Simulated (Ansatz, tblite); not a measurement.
# Ge(CF3)H3 (CH3F3Ge): one state, many levels

Aim: run the singlet of Ge(CF3)H3 (CH3F3Ge) at one geometry on many levels, and compare frontier levels, spin and run time.

Program: Ansatz 0.2.0, Gaussian basis. Level of theory: as each input shows. These are calculated values, not measurements.

Levels to be run: GFN1-xTB, GFN2-xTB, PBE-D4/def2-TZVP, r2SCAN-D4/def2-TZVP, BHLYP-D4/def2-TZVP, r2SCANh-D4/def2-TZVP, r2SCAN0-D4/def2-TZVP, B97M-V/def2-TZVP, HF/def2-TZVP, B3LYP-D4/def2-TZVP, ωB97X-V/def2-TZVP, PBE-D4/def2-SVP, PBE0-D4/def2-SVP, HF/STO-3G, CCSD(T)/def2-TZVP, RPA/def2-TZVP.

### 1 The structure

The singlet was relaxed beforehand with PBE0-D4/def2-SVP.

8 atoms, charge 0, spin multiplicity 1.

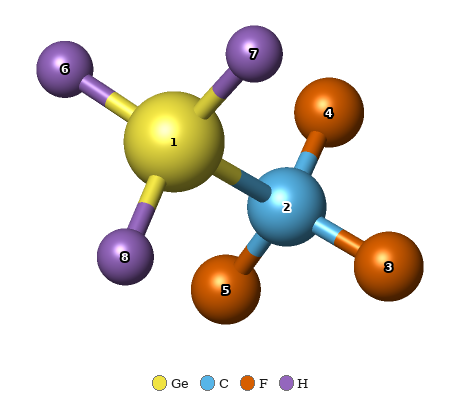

The structure; germanium yellow, carbon blue, fluorine orange, hydrogen purple; atoms are numbered from 1 in the order of the file.

PBE0-D4/def2-TZVP was run before; its log isn't repeated, and its numbers join the tables.

### 2 GFN1-xTB

Tight binding, by tblite at 300 K electronic temperature and without a spin-polarisation term:

```python
tblite.interface.Calculator('GFN1-xTB', numbers, positions, charge=0, uhf=0).singlepoint()
```

Energy -566.7889 eV, HOMO -13.06 eV, LUMO -7.46 eV; 0.006 s.

### 3 GFN2-xTB

Tight binding, by tblite at 300 K electronic temperature and without a spin-polarisation term:

```python
tblite.interface.Calculator('GFN2-xTB', numbers, positions, charge=0, uhf=0).singlepoint()
```

Energy -538.5070 eV, HOMO -12.39 eV, LUMO -4.64 eV; 0.004 s.

### 4 PBE-D4/def2-TZVP

start.molden holds the orbitals of an earlier run on this state, given as this run's starting guess.

Contents of in.yaml:

```yaml
crystal:
  periodic: [false, false, false]
  atoms:
    - {symbol: Ge, position_ang: [-0.002335, 0.002997, -1.009122]}
    - {symbol: C, position_ang: [0.002260, -0.003073, 0.986169]}
    - {symbol: F, position_ang: [-1.237825, 0.101432, 1.481144]}
    - {symbol: F, position_ang: [0.715730, 1.017576, 1.479174]}
    - {symbol: F, position_ang: [0.532319, -1.132296, 1.473564]}
    - {symbol: H, position_ang: [1.457810, -0.044507, -1.473802]}
    - {symbol: H, position_ang: [-0.691569, 1.294367, -1.464679]}
    - {symbol: H, position_ang: [-0.776401, -1.236497, -1.472448]}
basis:
  gaussian: {orbitals: def2-TZVP, initial_orbitals: start.molden}
hamiltonian: {xc: pbe, dispersion: d4}
scf: {omitted_lower_state_checks: [starts]}
output: {orbitals: {seedname: orbitals}}
```

Launch:

```
$ ansatz run in.yaml --threads 4 --pin off --events-out ev --progress --plain --max-ram 3916MiB
```

Log:

```text
Functional definition: PBE
  name "PBE"
  cite "Perdew, Burke & Ernzerhof, Phys. Rev. Lett. 77, 3865 (1996) doi:10.1103/PhysRevLett.77.3865"
  parent pbe
  parameter kappa = 0.804
  parameter beta = 0.06672455060314922
  exchange = pbe_x(kappa = kappa, mu = beta*pi^2/3)
  correlation = pbe_c(beta = beta)
these checks for a lower state are left out or cut short: starts
1138 factors; their error is unknown
mean field evaluation 1: about -65740.7985 eV, gradient 1.3e1 eV
mean field evaluation 2: about -65740.9651 eV, gradient 1.7e-1 eV
mean field evaluation 4: about -65740.9404 eV, gradient 3.1e-4 eV
mean field -65740.94041295 eV, -2415.9349993659 hartree, gradient 1.6e-5 eV, S^2 0.000000; 0 other end points of the search recorded, 0 dependent functions left out
reference -65740.94044547 eV, -2415.9350005612 hartree; 34, 34 occupied and 156, 156 virtual orbitals, 1138 factors
Total energy: -65741.07849977 eV, -2415.9400739630 hartree
Checks for a lower state left out: starts
```

It took 2.3 s on 4 threads of Arm Neoverse N1, shared host.

HOMO -7.83 eV, LUMO -0.32 eV.

### 5 r2SCAN-D4/def2-TZVP

in.yaml: that of step 4 with these lines changed.

```diff
@@ -13,3 +13,3 @@
   gaussian: {orbitals: def2-TZVP, initial_orbitals: start.molden}
-hamiltonian: {xc: pbe, dispersion: d4}
+hamiltonian: {xc: r2scan, dispersion: d4}
 scf: {omitted_lower_state_checks: [starts]}
```

The command is unchanged.

Log:

```text
Functional definition: r2SCAN
  name "r2SCAN"
  cite "Furness, Kaplan, Ning, Perdew & Sun, J. Phys. Chem. Lett. 11, 8208 (2020) doi:10.1021/acs.jpclett.0c02405"
  cite "Furness, Kaplan, Ning, Perdew & Sun, J. Phys. Chem. Lett. 11, 9248 (2020) doi:10.1021/acs.jpclett.0c03077"
  parent r2scan
  parameter k0 = 0.174
  parameter k1 = 0.065
  parameter a1 = 4.9479
  exchange = r2scan_x(k0 = k0, k1 = k1, a1 = a1)
  correlation = r2scan_c
these checks for a lower state are left out or cut short: starts
1138 factors; their error is unknown
mean field evaluation 1: about -65754.4143 eV, gradient 7.4e0 eV
mean field evaluation 2: about -65754.4603 eV, gradient 6.3e-2 eV
mean field evaluation 4: about -65754.4417 eV, gradient 1.5e-4 eV
mean field -65754.44172058 eV, -2416.4311632697 hartree, gradient 2.5e-5 eV, S^2 0.000000; 0 other end points of the search recorded, 0 dependent functions left out
reference -65754.44172964 eV, -2416.4311636029 hartree; 34, 34 occupied and 156, 156 virtual orbitals, 1138 factors
Total energy: -65754.47428374 eV, -2416.4323599439 hartree
Checks for a lower state left out: starts
```

Wall time 4.6 s (4 threads of Arm Neoverse N1, shared host).

Report: HOMO -8.18 eV, LUMO 0.00 eV.

### 6 BHLYP-D4/def2-TZVP

in.yaml: that of step 5 with these lines changed.

```diff
@@ -13,3 +13,3 @@
   gaussian: {orbitals: def2-TZVP, initial_orbitals: start.molden}
-hamiltonian: {xc: r2scan, dispersion: d4}
+hamiltonian: {xc: {name: BHLYP}, dispersion: d4}
 scf: {omitted_lower_state_checks: [starts]}
```

Launched as before.

Log:

```text
Functional definition: BHLYP
  name "BHLYP"
  cite "Becke, J. Chem. Phys. 98, 1372 (1993) doi:10.1063/1.464304"
  cite "Becke, Phys. Rev. A 38, 3098 (1988) doi:10.1103/PhysRevA.38.3098"
  cite "Lee, Yang & Parr, Phys. Rev. B 37, 785 (1988) doi:10.1103/PhysRevB.37.785"
  parameter a = 0.5
  exchange = (1 - a)*b88_x + a*exact_x
  correlation = lyp_c
these checks for a lower state are left out or cut short: starts
1338 factors; their error is unknown
mean field evaluation 1: about -65753.5785 eV, gradient 1.1e1 eV
mean field evaluation 2: about -65753.7076 eV, gradient 1.9e-1 eV
mean field evaluation 4: about -65754.3348 eV, gradient 5.1e-4 eV
mean field -65754.33475090 eV, -2416.4272322066 hartree, gradient 2.0e-5 eV, S^2 0.000000; 0 other end points of the search recorded, 0 dependent functions left out
reference -65754.33490454 eV, -2416.4272378530 hartree; 34, 34 occupied and 156, 156 virtual orbitals, 1338 factors
Total energy: -65754.50193204 eV, -2416.4333760004 hartree
Checks for a lower state left out: starts
```

Wall time 3.4 s (4 threads of Arm Neoverse N1, shared host).

HOMO -10.84 eV, LUMO 1.25 eV.

### 7 r2SCANh-D4/def2-TZVP

in.yaml: that of step 6 with these lines changed.

```diff
@@ -13,3 +13,3 @@
   gaussian: {orbitals: def2-TZVP, initial_orbitals: start.molden}
-hamiltonian: {xc: {name: BHLYP}, dispersion: d4}
+hamiltonian: {xc: {name: r2SCANh}, dispersion: d4}
 scf: {omitted_lower_state_checks: [starts]}
```

The command is unchanged.

Log, shortened:

```text
Functional definition: r2SCANh
  name "r2SCANh"
  cite "Bursch, Neugebauer, Ehlert & Grimme, J. Chem. Phys. 156, 134105 (2022) doi:10.1063/5.0086040"
  cite "Furness, Kaplan, Ning, Perdew & Sun, J. Phys. Chem. Lett. 11, 8208 (2020) doi:10.1021/acs.jpclett.0c02405"
  cite "Furness, Kaplan, Ning, Perdew & Sun, J. Phys. Chem. Lett. 11, 9248 (2020) doi:10.1021/acs.jpclett.0c03077"
  parent r2scan
[...]
1157 factors; their error is unknown
[...]
mean field -65753.70879998 eV, -2416.4042289346 hartree, gradient 1.5e-5 eV, S^2 0.000000; 0 other end points of the search recorded, 0 dependent functions left out
reference -65753.70880829 eV, -2416.4042292399 hartree; 34, 34 occupied and 156, 156 virtual orbitals, 1157 factors
Total energy: -65753.74326894 eV, -2416.4054956456 hartree
Checks for a lower state left out: starts
```

It took 6 s on 4 threads of Arm Neoverse N1, shared host.

From the report: HOMO -8.74 eV, LUMO 0.28 eV.

### 8 r2SCAN0-D4/def2-TZVP

in.yaml: that of step 7 with these lines changed.

```diff
@@ -13,3 +13,3 @@
   gaussian: {orbitals: def2-TZVP, initial_orbitals: start.molden}
-hamiltonian: {xc: {name: r2SCANh}, dispersion: d4}
+hamiltonian: {xc: {name: r2SCAN0}, dispersion: d4}
 scf: {omitted_lower_state_checks: [starts]}
```

The command is unchanged.

Log, shortened:

```text
Functional definition: r2SCAN0
  name "r2SCAN0"
  cite "Bursch, Neugebauer, Ehlert & Grimme, J. Chem. Phys. 156, 134105 (2022) doi:10.1063/5.0086040"
  cite "Furness, Kaplan, Ning, Perdew & Sun, J. Phys. Chem. Lett. 11, 8208 (2020) doi:10.1021/acs.jpclett.0c02405"
  cite "Furness, Kaplan, Ning, Perdew & Sun, J. Phys. Chem. Lett. 11, 9248 (2020) doi:10.1021/acs.jpclett.0c03077"
  parent r2scan
[...]
1181 factors; their error is unknown
[...]
mean field -65752.66150159 eV, -2416.3657414286 hartree, gradient 1.0e-5 eV, S^2 0.000000; 0 other end points of the search recorded, 0 dependent functions left out
reference -65752.66150877 eV, -2416.3657416925 hartree; 34, 34 occupied and 156, 156 virtual orbitals, 1181 factors
Total energy: -65752.69964073 eV, -2416.3671430163 hartree
Checks for a lower state left out: starts
```

Run time: 6 s. Hardware: 4 threads of Arm Neoverse N1, shared host.

From the report: HOMO -9.59 eV, LUMO 0.68 eV.

### 9 B97M-V/def2-TZVP

in.yaml: that of step 8 with these lines changed.

```diff
@@ -13,3 +13,3 @@
   gaussian: {orbitals: def2-TZVP, initial_orbitals: start.molden}
-hamiltonian: {xc: {name: r2SCAN0}, dispersion: d4}
+hamiltonian: {xc: {name: B97M-V}}
 scf: {omitted_lower_state_checks: [starts]}
```

Same command.

Log, shortened:

```text
Functional definition: B97M-V
  name "B97M-V"
  cite "Mardirossian & Head-Gordon, J. Chem. Phys. 142, 074111 (2015) doi:10.1063/1.4907719"
  cite "Becke, J. Chem. Phys. 107, 8554 (1997) doi:10.1063/1.475007"
  cite "Vydrov & Van Voorhis, J. Chem. Phys. 133, 244103 (2010) doi:10.1063/1.3521275"
  # Of w^i u^j: cxij and so on, Table III.
[...]
  gx(w, u) = cx00 + cx01*u + cx02*u^2 + (cx10 + cx11*u)*w
  gss(w, u) = css00 + css02*u^2 + css10*w + (css32*w^3 + css42*w^4)*u^2
  gos(w, u) = cos00 + cos01*u + cos03*u^3 + cos10*w + cos32*w^3*u^2
[...]
      + integral(e_c_pw_mod_opposite_spin*gos(b97_w_opposite, b97_u_opposite)) + vv10(b, c)
[...]
1138 factors; their error is unknown
[...]
mean field -65745.08666853 eV, -2416.0873714481 hartree, gradient 1.6e-5 eV, S^2 0.000000; 0 other end points of the search recorded, 0 dependent functions left out
reference -65745.08671586 eV, -2416.0873731876 hartree; 34, 34 occupied and 156, 156 virtual orbitals, 1138 factors
Total energy: -65745.08671586 eV, -2416.0873731876 hartree
Checks for a lower state left out: starts
```

Wall time 8.5 s (4 threads of Arm Neoverse N1, shared host).

Report: HOMO -8.30 eV, LUMO -0.21 eV.

### 10 HF/def2-TZVP

in.yaml: that of step 9 with these lines changed.

```diff
@@ -13,3 +13,3 @@
   gaussian: {orbitals: def2-TZVP, initial_orbitals: start.molden}
-hamiltonian: {xc: {name: B97M-V}}
+hamiltonian: {xc: hf}
 scf: {omitted_lower_state_checks: [starts]}
```

The command is unchanged.

Log:

```text
Functional definition: HF
  name "HF"
  cite "Fock, Z. Phys. 61, 126 (1930) doi:10.1007/BF01340294"
  parent pbe
  exchange = exact_x
  correlation = 0
these checks for a lower state are left out or cut short: starts
1421 factors; their error is unknown
mean field evaluation 1: about -65670.4849 eV, gradient 3.6e1 eV
mean field evaluation 2: about -65671.6484 eV, gradient 1.4e0 eV
mean field evaluation 4: about -65672.9413 eV, gradient 7.6e-1 eV
mean field -65672.94176822 eV, -2413.4360952633 hartree, gradient 9.6e-6 eV, S^2 0.000000; 0 other end points of the search recorded, 0 dependent functions left out
reference -65672.94176822 eV, -2413.4360952633 hartree; 34, 34 occupied and 156, 156 virtual orbitals, 1421 factors
Total energy: -65672.94176822 eV, -2413.4360952633 hartree
Checks for a lower state left out: starts
```

It took 2 s on 4 threads of Arm Neoverse N1, shared host.

Report: HOMO -13.10 eV, LUMO 3.46 eV.

### 11 B3LYP-D4/def2-TZVP

in.yaml: that of step 10 with these lines changed.

```diff
@@ -13,3 +13,3 @@
   gaussian: {orbitals: def2-TZVP, initial_orbitals: start.molden}
-hamiltonian: {xc: hf}
+hamiltonian: {xc: {name: B3LYP}, dispersion: d4}
 scf: {omitted_lower_state_checks: [starts]}
```

Launched as before.

Log, shortened:

```text
Functional definition: B3LYP
  name "B3LYP"
  cite "Stephens, Devlin, Chabalowski & Frisch, J. Phys. Chem. 98, 11623 (1994) doi:10.1021/j100096a001"
  cite "Becke, Phys. Rev. A 38, 3098 (1988) doi:10.1103/PhysRevA.38.3098"
  cite "Lee, Yang & Parr, Phys. Rev. B 37, 785 (1988) doi:10.1103/PhysRevB.37.785"
  cite "Vosko, Wilk & Nusair, Can. J. Phys. 58, 1200 (1980) doi:10.1139/p80-159"
[...]
1169 factors; their error is unknown
[...]
mean field -65759.85060438 eV, -2416.6299360832 hartree, gradient 1.1e-5 eV, S^2 0.000000; 0 other end points of the search recorded, 0 dependent functions left out
reference -65759.85083015 eV, -2416.6299443803 hartree; 34, 34 occupied and 156, 156 virtual orbitals, 1169 factors
Total energy: -65760.07442895 eV, -2416.6381614845 hartree
Checks for a lower state left out: starts
```

Run time: 3.4 s. Hardware: 4 threads of Arm Neoverse N1, shared host.

Report: HOMO -9.15 eV, LUMO 0.20 eV.

(Part 1 of 2 ends here.)
